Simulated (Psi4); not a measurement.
Geometry relaxation of C$_{2}$Si (part 1 of 3)

C$_{2}$Si (Silicon dicarbide), computed with r2SCAN-3c/def2-mTZVPP, RKS (Psi4 1.11).

The geometry comes from this level: GFN2-xTB.

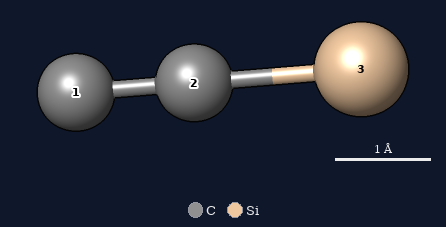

The structure as given in the input (ball-and-stick view, seen at a tilt; atoms are numbered from 1 in the order of the input). Bond lengths as drawn: C–C 1.26 Å and C–Si 1.78 Å.

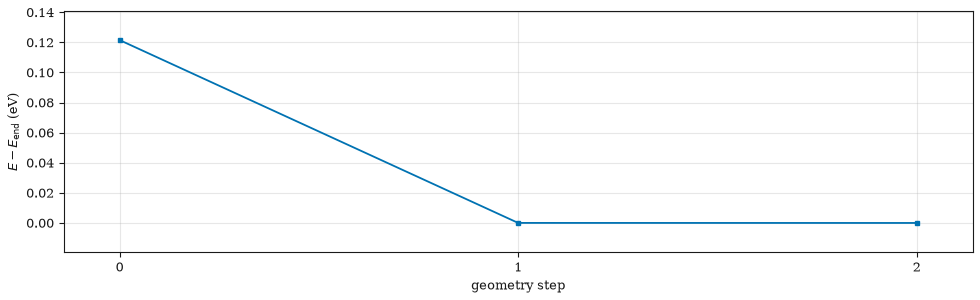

Progress of the relaxation, step by step (steps are counted from 0).

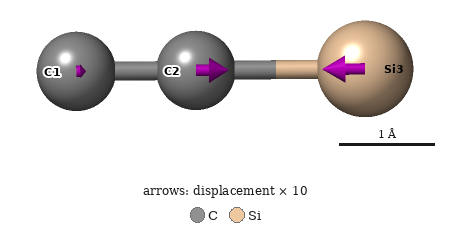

The starting structure with the displacements as pink arrows, magnified 10 times (ball-and-stick view, seen at a tilt). The two geometries are laid on each other by the best rigid fit. The largest move after the best rigid fit is that of Si3, 0.045 Å. Largest moves by element: Si 0.045 Å, C 0.035 Å. Among the contacts that change: C2–Si3 1.781 → 1.701 Å, C1–C2 1.259 → 1.283 Å. After 2 geometry steps the energy has fallen by 0.122 eV. Largest force component: 3.2 eV/Å at the start, 0.018 eV/Å at the end. (Atoms are counted from 1 in the order of the input.)

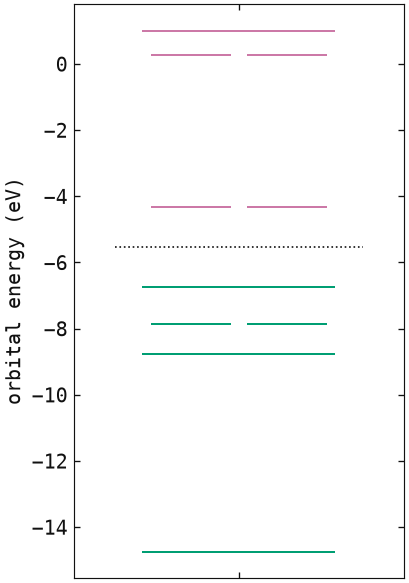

Orbital energies near the frontier; the dotted line parts filled from empty levels, and levels within 0.02 eV of each other stand side by side. Highest filled −6.74 eV, lowest empty −4.31 eV, 2.43 eV apart.

The input that produced these results follows, with the program's output.

Input file (input.in)
```
memory 1600 mb

molecule mol {
  0 1
  C     -1.111830     0.737510    -0.522770
  C     -0.135170     0.089220    -0.063600
  Si     1.247000    -0.826740     0.586370
  symmetry c1
}

set globals {
  geom_maxiter 60
}

energy_value = opt('r2scan-3c')
```

Launched with:
```bash
psi4 input.in input.out -n 1
```

Log
```
Psi4 1.11 release

gradient() will perform analytic gradient computation.

   => Loading Basis Set <=

    Name: DEF2-MTZVPP
    Role: ORBITAL
    Keyword: BASIS

   => R2SCAN3C: Empirical Dispersion <=

        a1 =       0.420000
        a2 =       5.650000
       alp =      16.000000
        s6 =       1.000000
        s8 =       0.000000
        s9 =       2.000000
        ga =       2.000000
        gc =       1.000000
        wf =       6.000000

         ---------------------------------------------------------
                                   SCF
                              RKS Reference
                        1 Threads,   1525 MiB Core
         ---------------------------------------------------------

  ==> Geometry <==

    Molecular point group: c1
    Full point group: Cs

    Geometry (in Angstrom), charge = 0, multiplicity = 1:

       Center              X                  Y                   Z               Mass
    ------------   -----------------  -----------------  -----------------  -----------------
         C           -1.649791117279     0.995592521215    -0.000000000000    12.000000000000
         C           -0.572134108203     0.344718386386    -0.000000000000    12.000000000000
         SI           0.953039022094    -0.574892702074     0.000000000000    27.976926534650

  Running in c1 symmetry.

  Rotational constants: A = 6591802.92482  B =      0.19934  C =      0.19934 [cm^-1]
  Rotational constants: A = 197617280148.19327  B =   5976.03619  C =   5976.03601 [MHz]
  Nuclear repulsion =   54.713062063293620

  Charge       = 0
  Multiplicity = 1
  Electrons    = 26
  Nalpha       = 13
  Nbeta        = 13

  ==> Algorithm <==

  SCF Algorithm Type is DF.
  DIIS enabled.
  MOM disabled.
  Fractional occupation disabled.
  Guess Type is SAD.
  Energy threshold   = 1.00e-08
  Density threshold  = 1.00e-08
  Integral threshold = 1.00e-12

  ==> Primary Basis <==

  Basis Set: DEF2-MTZVPP
    Blend: DEF2-MTZVPP
    Number of shells: 29
    Number of basis functions: 65
    Number of Cartesian functions: 69
    Spherical Harmonics?: true
    Max angular momentum: 2

  ==> DFT Potential <==

   => LibXC <=

    Version 7.1.2

   => Composite Functional: R2SCAN3C <=

    Deriv               =              1
    GGA                 =           TRUE
    Meta                =           TRUE

    Exchange Hybrid     =          FALSE
    MP2 Hybrid          =          FALSE

   => Exchange Functionals <=

    1.0000   XC_MGGA_X_R2SCAN

   => Correlation Functionals <=

    1.0000   XC_MGGA_C_R2SCAN

   => LibXC Density Thresholds  <==

    XC_MGGA_C_R2SCAN:  1.00E-15
    XC_MGGA_X_R2SCAN:  1.00E-11

   => Molecular Quadrature <=

    Radial Scheme          =       TREUTLER
    Pruning Scheme         =           NONE
    Nuclear Scheme         =       TREUTLER

    Blocking Scheme        =         OCTREE
    BS radius alpha        =              1
    Pruning alpha          =              1
    Radial Points          =             75
    Spherical Points       =            302
    Total Points           =          64767
    Total Blocks           =            551
    Max Points             =            256
    Max Functions          =             63
    Weights Tolerance      =       1.00E-15

   => Loading Basis Set <=

    Name: (DEF2-MTZVPP AUX)
    Role: JKFIT
    Keyword: DF_BASIS_SCF

  ==> Integral Setup <==

  DFHelper Memory: AOs need 0.010 GiB; user supplied 0.852 GiB.
  SCF_SUBTYPE=INCORE selected. In-core MEM_DF algorithm will be used.
  Using in-core AOs.

  ==> MemDFJK: Density-Fitted J/K Matrices <==

    J tasked:                   Yes
    K tasked:                    No
    wK tasked:                   No
    Memory [MiB]:               872
    Algorithm:                 Core
    Schwarz Cutoff:           1E-12
    Mask sparsity (%):       0.7101
    Fitting Condition:        1E-10

   => Auxiliary Basis Set <=

  Basis Set: (DEF2-MTZVPP AUX)
    Blend: DEF2-UNIVERSAL-JKFIT
    Number of shells: 88
    Number of basis functions: 278
    Number of Cartesian functions: 333
    Spherical Harmonics?: true
    Max angular momentum: 4

  Cached 100.0% of DFT collocation blocks in 0.265 [GiB].

  Minimum eigenvalue in the overlap matrix is 3.3540806125E-04.
  Reciprocal condition number of the overlap matrix is 6.0863430191E-05.
    Using symmetric orthogonalization.

  ==> Pre-Iterations <==

  SCF Guess: Superposition of Atomic Densities via on-the-fly atomic UHF (no occupation information).

   -------------------------
    Irrep   Nso     Nmo
   -------------------------
     A         65      65
   -------------------------
    Total      65      65
   -------------------------

  ==> Iterations <==

                           Total Energy        Delta E     RMS |[F,P]|

   @DF-RKS iter SAD:  -364.79103463935309   -3.64791e+02   0.00000e+00
   @DF-RKS iter   1:  -365.03960664830447   -2.48572e-01   1.22580e-02 ADIIS/DIIS
   @DF-RKS iter   2:  -360.11220455328231    4.92740e+00   3.32563e-02 ADIIS/DIIS
   @DF-RKS iter   3:  -365.38600530643549   -5.27380e+00   5.81413e-03 ADIIS/DIIS
   @DF-RKS iter   4:  -365.27080142620207    1.15204e-01   7.60893e-03 ADIIS/DIIS
   @DF-RKS iter   5:  -365.46052997898096   -1.89729e-01   1.06665e-03 ADIIS/DIIS
   @DF-RKS iter   6:  -365.46415253634376   -3.62256e-03   3.39171e-04 ADIIS/DIIS
   @DF-RKS iter   7:  -365.46449708662442   -3.44550e-04   3.10870e-05 DIIS
   @DF-RKS iter   8:  -365.46449768218287   -5.95558e-07   2.02845e-05 DIIS
   @DF-RKS iter   9:  -365.46449917967107   -1.49749e-06   2.72076e-06 DIIS
   @DF-RKS iter  10:  -365.46449919899027   -1.93192e-08   9.18107e-07 DIIS
   @DF-RKS iter  11:  -365.46449920182272   -2.83245e-09   2.58447e-07 DIIS
   @DF-RKS iter  12:  -365.46449920205430   -2.31580e-10   2.56168e-08 DIIS
   @DF-RKS iter  13:  -365.46449920205600   -1.70530e-12   5.86475e-09 DIIS
  Energy and wave function converged.

  ==> Post-Iterations <==

   Electrons on quadrature grid:
      Ntotal   =   25.9999997336 ; deviation = -2.664e-07

    Orbital Energies [Eh]
    ---------------------

    Doubly Occupied:

       1A    -65.941020     2A    -10.063674     3A    -10.027926
       4A     -5.293015     5A     -3.638197     6A     -3.638197
       7A     -3.629188     8A     -0.719058     9A     -0.532826
      10A     -0.327768    11A     -0.284481    12A     -0.284481
      13A     -0.240668

    Virtual:

      14A     -0.163948    15A     -0.163948    16A      0.017144
      17A      0.017144    18A      0.025107    19A      0.129922
      20A      0.195223    21A      0.197476    22A      0.197476
      23A      0.216753    24A      0.216755    25A      0.255193
      26A      0.255193    27A      0.269881    28A      0.299615
      29A      0.361022    30A      0.361022    31A      0.425976
      32A      0.425976    33A      0.430904    34A      0.516409
      35A      0.649513    36A      0.817313    37A      1.201263
      38A      1.201284    39A      1.241841    40A      1.251191
      41A      1.251191    42A      1.282888    43A      1.282889
      44A      1.309882    45A      1.419843    46A      1.484792
      47A      1.492770    48A      1.492770    49A      1.562874
      50A      1.562877    51A      1.573774    52A      1.573774
      53A      1.594476    54A      1.594477    55A      1.609809
      56A      1.930339    57A      1.930342    58A      2.103792
      59A      2.589462    60A      2.589463    61A      2.647877
      62A      3.335734    63A      9.729881    64A     21.300870
      65A     22.026312

    Final Occupation by Irrep:
              A
    DOCC [    13 ]
    NA   [    13 ]
    NB   [    13 ]

  @DF-RKS Final Energy:  -365.46449920205600

   => Energetics <=

    Nuclear Repulsion Energy =             54.7130620632936200
    One-Electron Energy =                -610.9092716027182632
    Two-Electron Energy =                 222.1882966348305217
    DFT Exchange-Correlation Energy =     -31.4561467715384886
    Empirical Dispersion Energy =          -0.0004395259233401
    VV10 Nonlocal Energy =                  0.0000000000000000
    Total Energy =                       -365.4644992020560039

Computation Completed

Properties will be evaluated at   0.000000,   0.000000,   0.000000 [a0]

Properties computed using the SCF density matrix

 Multipole Moments:

 ------------------------------------------------------------------------------------
     Multipole            Electronic (a.u.)      Nuclear  (a.u.)        Total (a.u.)
 ------------------------------------------------------------------------------------

 L = 1.  Multiply by 2.5417464519 to convert [e a0] to [Debye]
 Dipole X            :          1.6562714            0.0207775            1.6770489
 Dipole Y            :         -0.9993741           -0.0125334           -1.0119075
 Dipole Z            :          0.0000000            0.0000000            0.0000000
 Magnitude           :                                                    1.9586857

 ------------------------------------------------------------------------------------

	total time  =          7 seconds =       0.12 minutes

         ------------------------------------------------------------
                                   SCF GRAD
         ------------------------------------------------------------

  ==> Geometry <==

    Molecular point group: c1
    Full point group: Cs

    Geometry (in Angstrom), charge = 0, multiplicity = 1:

       Center              X                  Y                   Z               Mass
    ------------   -----------------  -----------------  -----------------  -----------------
         C           -1.649791117279     0.995592521215    -0.000000000000    12.000000000000
         C           -0.572134108203     0.344718386386    -0.000000000000    12.000000000000
         SI           0.953039022094    -0.574892702074     0.000000000000    27.976926534650

  Nuclear repulsion =   54.713062063293620

  ==> Basis Set <==

  Basis Set: DEF2-MTZVPP
    Blend: DEF2-MTZVPP
    Number of shells: 29
    Number of basis functions: 65
    Number of Cartesian functions: 69
    Spherical Harmonics?: true
    Max angular momentum: 2

  ==> DFJKGrad: Density-Fitted SCF Gradients <==

    Gradient:                    1
    J tasked:                  Yes
    K tasked:                   No
    wK tasked:                  No
    Integrals threads:           1
    Memory [MiB]:             1144
    Schwarz Cutoff:          1E-12
    Fitting Condition:       1E-10

   => Auxiliary Basis Set <=

  Basis Set: (DEF2-MTZVPP AUX)
    Blend: DEF2-UNIVERSAL-JKFIT
    Number of shells: 88
    Number of basis functions: 278
    Number of Cartesian functions: 333
    Spherical Harmonics?: true
    Max angular momentum: 4

   => Molecular Quadrature <=

    Radial Scheme          =       TREUTLER
    Pruning Scheme         =           NONE
    Nuclear Scheme         =       TREUTLER

    Blocking Scheme        =         OCTREE
    BS radius alpha        =              1
    Pruning alpha          =              1
    Radial Points          =             75
    Spherical Points       =            302
    Total Points           =          64767
    Total Blocks           =            551
    Max Points             =            256
    Max Functions          =             63
    Weights Tolerance      =       1.00E-15

  -Total Gradient:
     Atom            X                  Y                   Z
    ------   -----------------  -----------------  -----------------
       1        0.031387876619    -0.018958811536     0.000000000000
       2       -0.068997640011     0.041635430201     0.000000000000
       3        0.038203119505    -0.023035654401    -0.000000000000

	total time  =          1 seconds =       0.02 minutes

    			-----------------------------------------

    			 OPTKING 3.0: for geometry optimizations

    			        with contributions from

    			-----------------------------------------

	                            ===> Fragment 1 <==

	 Z (Atomic Numbers)          Masses                          Geom
	       6.000000            12.000000         -3.11765338  1.88139720 -0.00000000
	       6.000000            12.000000         -1.08117677  0.65142334 -0.00000000
	      14.000000            27.976927          1.80098274 -1.08638976  0.00000000

	 - Coordinate -           - BOHR/RAD -       - ANG/DEG -
	 R(1,2)           =         2.379091           1.258961
	 R(2,3)           =         3.365537           1.780965
	 L(1,2,3)         =         3.140848         179.957315
	 l(1,2,3)         =         3.141593         180.000000

	        --- Internal Coordinate Step in ANG or DEG, aJ/ANG or AJ/DEG ---
	-------------------------------------------------------------------------------
	           Coordinate      Previous         Force          Change          New
	           ----------      --------        ------          ------        ------
	               R(1,2)       1.25896        0.30020        0.02384       1.28281
	               R(2,3)       1.78097       -0.36563       -0.08232       1.69865
	             L(1,2,3)     179.95731       -0.00000       -0.00045     179.95687
	             l(1,2,3)     180.00000        0.00000        0.00000     180.00000
	-------------------------------------------------------------------------------

	                                 ==> Convergence Check <==

	Measures of convergence in internal coordinates in au.

	Criteria marked as inactive (o), active & met (*), and active & unmet ( ).

	----------------------------------------------------------------------------------------------~
	   Step    Total Energy     Delta E     Max Force     RMS Force      Max Disp      RMS Disp   ~
	----------------------------------------------------------------------------------------------~
	  Convergence Criteria     1.00e-06 *    3.00e-04 *             o    1.20e-03 *             o~
	----------------------------------------------------------------------------------------------~
	     1    -365.46449920   -3.65e+02      4.44e-02      2.87e-02 o    1.56e-01      8.10e-02 o  ~
	----------------------------------------------------------------------------------------------

Next Geometry in Ang
	Fragment 1 (Ang)

	    C  -1.6399051477   0.9896349600  -0.0000000000
	    C  -0.5418353329   0.3264369698  -0.0000000000
	   Si   0.9128542772  -0.5506537243   0.0000000000

    Structure for next step:
    Molecular point group: c1
    Full point group: Cs

    Geometry (in Angstrom), charge = 0, multiplicity = 1:

    C            0.982184262296     1.627552960628    -0.000000000000
    C            0.318986272095     0.529483145858    -0.000000000000
    SI          -0.558104421990    -0.925206464183     0.000000000000

gradient() will perform analytic gradient computation.

  ==> Geometry <==

    Molecular point group: c1
    Full point group: Cs

    Geometry (in Angstrom), charge = 0, multiplicity = 1:

       Center              X                  Y                   Z               Mass
    ------------   -----------------  -----------------  -----------------  -----------------
         C            0.982184262296     1.627552960628    -0.000000000000    12.000000000000
         C            0.318986272095     0.529483145858    -0.000000000000    12.000000000000
         SI          -0.558104421990    -0.925206464183     0.000000000000    27.976926534650

  Running in c1 symmetry.

  Rotational constants: A = 6515324.60469  B =      0.20912  C =      0.20912 [cm^-1]
  Rotational constants: A = 195324517790.88739  B =   6269.32887  C =   6269.32867 [MHz]
  Nuclear repulsion =   55.928061997539096

  Charge       = 0
  Multiplicity = 1
  Electrons    = 26
  Nalpha       = 13
  Nbeta        = 13

  ==> Algorithm <==

  SCF Algorithm Type is DF.
  DIIS enabled.
  MOM disabled.
  Fractional occupation disabled.
  Guess Type is READ.
  Energy threshold   = 1.00e-08
  Density threshold  = 1.00e-08
  Integral threshold = 1.00e-12

   => Molecular Quadrature <=

    Radial Scheme          =       TREUTLER
    Pruning Scheme         =           NONE
    Nuclear Scheme         =       TREUTLER
```
